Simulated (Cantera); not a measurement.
Charge: 1 mol Si, 2.2 mol HBr, 31 mol H₂, equilibrated at 6500 Pa.

Equilibrium computed with Cantera from the NASA thermochemical tables; the gas is ideal and each condensed phase is pure. Candidate condensed phases: Br₂, Si; 19 gas species. The tables' values for SiBr₃ are old estimates; treat these amounts as uncertain. Equilibrium is a limit: real reactors are often held back by kinetics, nucleation or transport.

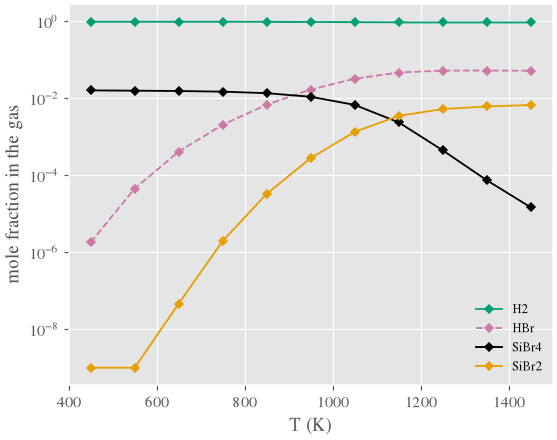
Equilibrium gas composition (values under 1e-9 drawn at 1e-9)

From 450 K to 1450 K the condensed part is Si(s). The main Si-bearing gas is SiBr₄ at 450 K and SiBr₂ at 1450 K. The share of Si in condensed phases is highest at 1250 K (79.6 %) and lowest at 550 K (43.9 %).
